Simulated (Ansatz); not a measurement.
A series of calculations on SiH$_{3}$O

Part 1: Relaxation

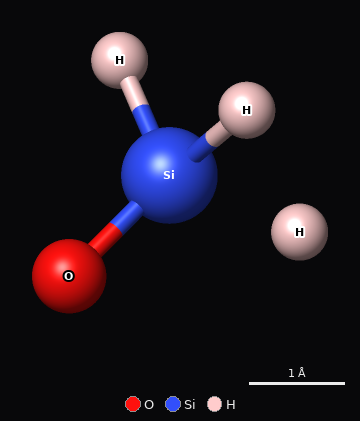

Starting structure of SiH3O (charge −1). A ball-and-stick model, seen at a tilt.

All numbers below come from RKS PBE0-D4/def2-TZVPD in Ansatz 0.2.0.

Input file:
```yaml
crystal:
  periodic: [false, false, false]
  atoms:
    - {symbol: O, position_ang: [-1.479913, 0.278298, 0.717421]}
    - {symbol: Si, position_ang: [-0.092206, 0.017255, 0.044824]}
    - {symbol: H, position_ang: [-0.090185, -0.311889, -1.809185]}
    - {symbol: H, position_ang: [0.713397, -1.180475, 0.556038]}
    - {symbol: H, position_ang: [0.949285, 1.135320, 0.144534]}
basis:
  gaussian: {orbitals: def2-TZVPD}
total_charge: -1
hamiltonian: {xc: pbe0, dispersion: d4}
relax: {f_tol: 0.005, max_steps: 200, constraints: [{distance: [1, 2]}]}
```

> Where does the constrained relaxation end?

H3 moves most after the best rigid fit: 0.033 Å. By element the largest moves are H 0.033 Å, Si 0.023 Å, O 0.004 Å. Among the contacts that change: Si2–H4 1.531 → 1.519 Å, O1–Si2 1.564 → 1.556 Å. Bond angles that change, for instance: H4–Si2–H5 101.0° → 103.3°. After 4 geometry steps the energy has fallen by 0.012 eV. Largest force component: 0.28 eV/Å at the start, 0.00015 eV/Å at the end.

Final geometry:

```xyz
5

O    -1.4775    0.2786    0.7210
Si   -0.0890    0.0211    0.0677
H    -0.0666   -0.3103   -1.7857
H     0.6978   -1.1923    0.5325
H     0.9357    1.1414    0.1181
```

Part 2: Relaxation

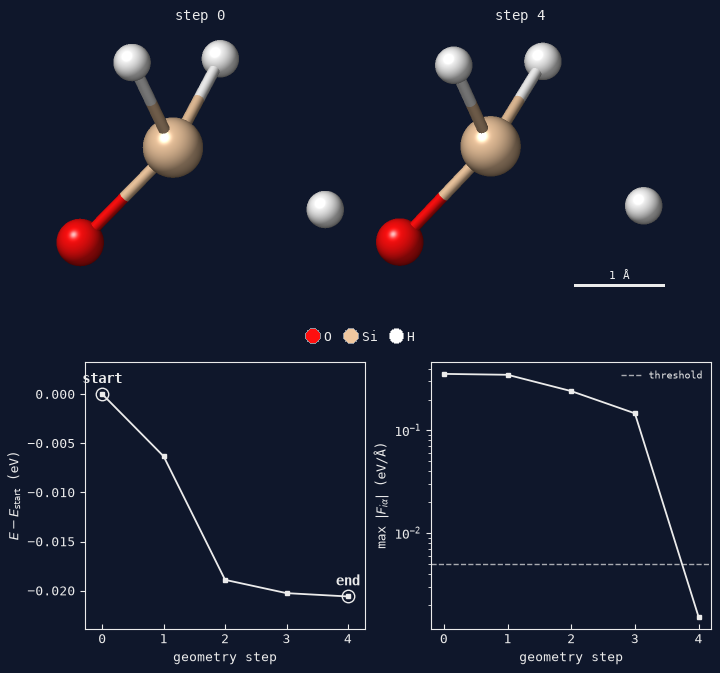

First and last geometry of a constrained relaxation of SiH3O (charge −1), with the history of the run. Style: ball-and-stick. Shown at a tilt.

Method: RKS PBE0-D4/def2-TZVPD (Ansatz 0.2.0). (held fixed: the distance between atoms 2 (Si) and 3 (H), counting from 1; force threshold 0.005 eV/Å; at most 200 steps)

What do the curves and the structures tell?

It converged. The energy falls by 0.021 eV in 4 geometry steps. The largest force component goes from 0.36 to 0.0015 eV/Å. The atom that moves furthest after the best rigid fit is an H atom (0.045 Å). Largest moves by element: H 0.045 Å, Si 0.032 Å, O 0.007 Å. Among the contacts that change: H–Si 1.531 → 1.516 Å, O–Si 1.564 → 1.554 Å. Among the angles between lasting bonds that change: H–Si–H 101.0° → 104.0°. The run took of the order of 10 core-seconds on a shared host.

Part 3: Scan

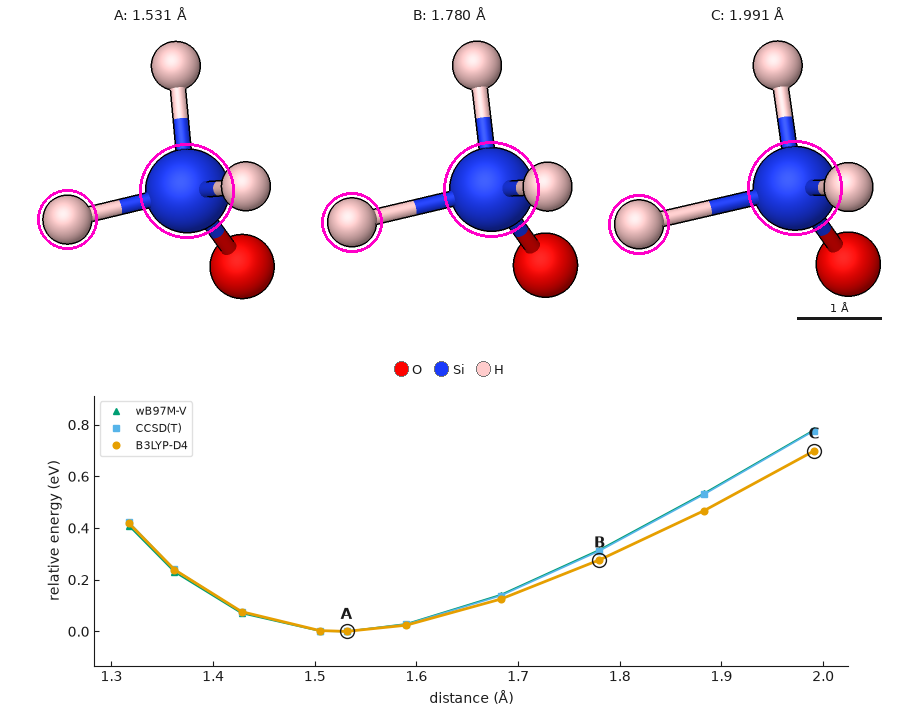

A scan of SiH3O (charge −1): one Si–H bond length is varied, with all other coordinates relaxed. The lettered frames are marked on the plot, at the values of B3LYP-D4. Style: ball-and-stick. Shown from a free direction. The ringed atoms are those of the scanned coordinate.

Levels of theory: B3LYP-D4, CCSD(T), wB97M-V (def2-TZVPPD, Ansatz), on geometries relaxed under the constraint at PBE0-D4/def2-TZVPD. Coupled cluster with a frozen core. Energies are counted from the PBE0-D4/def2-TZVPD minimum geometry at the same level.

> Describe the profile.

With B3LYP-D4: the lowest computed point lies at the distance 1.531 Å (0.000 eV). At the ends of the scan the energy is 0.419 eV (1.317 Å) and 0.698 eV (1.991 Å). The curvature at the lowest point is about 13 eV/Å² (2.1 mdyn/Å). The well is steeper on the short side, as for any bond. At 1.991 Å the levels give B3LYP-D4 0.698 eV, CCSD(T) 0.777 eV, wB97M-V 0.780 eV. Closest to CCSD(T) there is wB97M-V.

The computed points:

Energies in eV.

```tsv
distance (Å)	B3LYP-D4	CCSD(T)	wB97M-V
1.317	0.419	0.423	0.409
1.362	0.239	0.240	0.230
1.428	0.076	0.075	0.070
1.505	0.003	0.002	0.001
1.531	0.000	0.000	0.000
1.590	0.024	0.027	0.029
1.683	0.125	0.138	0.142
1.780	0.277	0.312	0.316
1.883	0.468	0.531	0.535
1.991	0.698	0.777	0.780
```

Part 4: Scan

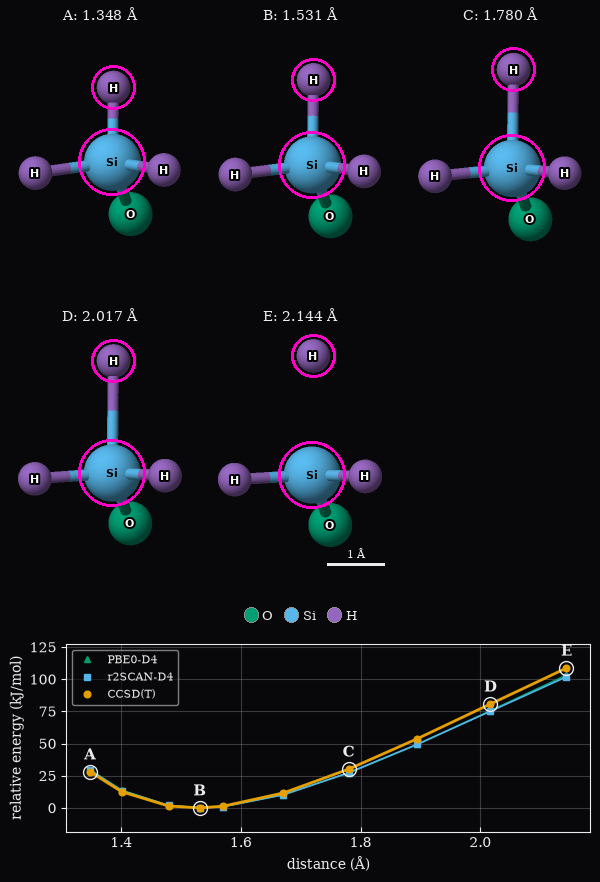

Energy scan for SiH3O (charge −1), in which one Si–H bond length is varied, with all other coordinates relaxed. The lettered frames are marked on the plot, at the values of CCSD(T). A ball-and-stick model, seen from a free direction. The ringed atoms are those of the scanned coordinate.

Computed with Ansatz: CCSD(T), r2SCAN-D4, PBE0-D4, basis def2-TZVPPD, on geometries relaxed under the constraint at PBE0-D4/def2-TZVPD. Coupled cluster with a frozen core. Energies are counted from the PBE0-D4/def2-TZVPD minimum geometry at the same level.

Q: Describe the profile.

A: With CCSD(T): of the computed points the lowest is at the distance 1.531 Å, 0.0 kJ/mol. The end points stand at 28.0 kJ/mol (1.348 Å) and 108.6 kJ/mol (2.144 Å). The curvature at the lowest point is about 14 eV/Å² (2.2 mdyn/Å). The well is steeper on the short side, as for any bond. At 2.144 Å the levels give r2SCAN-D4 101.8 kJ/mol, PBE0-D4 103.1 kJ/mol, CCSD(T) 108.6 kJ/mol. Closest to CCSD(T) there is PBE0-D4.
